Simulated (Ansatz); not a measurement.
Cl2Cu2 (charge −1, doublet)

```csv
atom,x (Å),y (Å),z (Å)
Cu,-0.0727,0.0882,0.5150
Cu,-0.1283,-0.1210,-1.9165
Cl,-1.3761,0.9119,2.0079
Cl,1.5771,-0.8791,-0.6064
```

Geometry: r2SCAN-D4/def2-SVPD.

Level of theory: Ansatz, UKS PBE0-D4/def2-TZVPD.

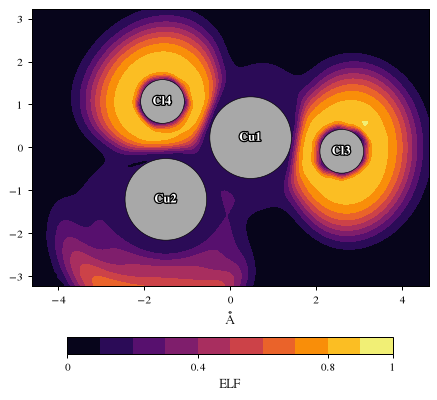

Figure 1. ELF on the molecular plane. Grey discs cover the atomic cores.

Read the bonding off the picture.

- The plane passes through Cu and Cl nuclei.
- Cu–Cl (2.15 Å): the ELF peaks at about 0.85 in the valence shell of Cl, 0.8 Å from its nucleus, and is about 0.40 at the midpoint.
- Cu–Cu (2.44 Å): the ELF is about 0.15 at the midpoint.
- Cu–Cl (2.22 Å): the ELF peaks at about 0.85 in the valence shell of Cl, 0.8 Å from its nucleus, and is about 0.40 at the midpoint.
- Cu–Cl (2.28 Å): the ELF peaks at about 0.85 in the valence shell of Cl, 0.8 Å from its nucleus, and is about 0.35 at the midpoint.

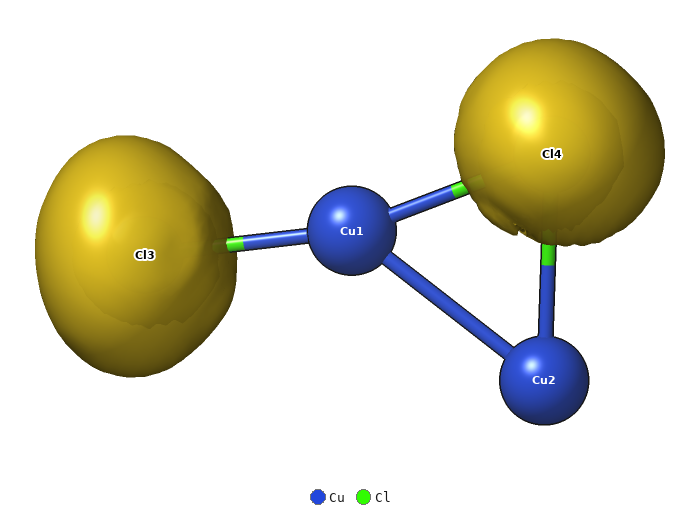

Figure 2. Isosurface of the electron localisation function at 0.8 (yellow), seen at a tilt. Core shells and regions of very low density are left out.

Describe the localisation domains.

The surface consists of two regions wrapped around Cl (the valence shell of each).

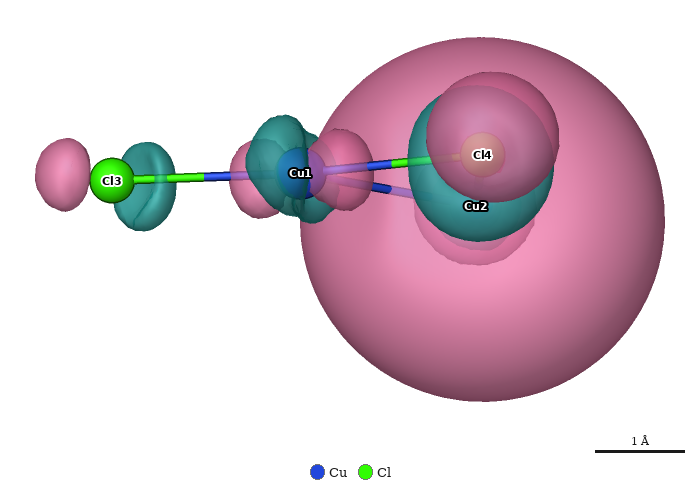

Figure 3. The HOMO (α) at ±0.08 Å⁻³ᐟ² (teal and pink are the two phases), seen from one side.

What is the character of this orbital?

Its weight (Hirshfeld) is mainly on Cu2 (about 75 %), Cu1 (about 10 %) and Cl4 (about 10 %). Its energy is −0.50 eV.
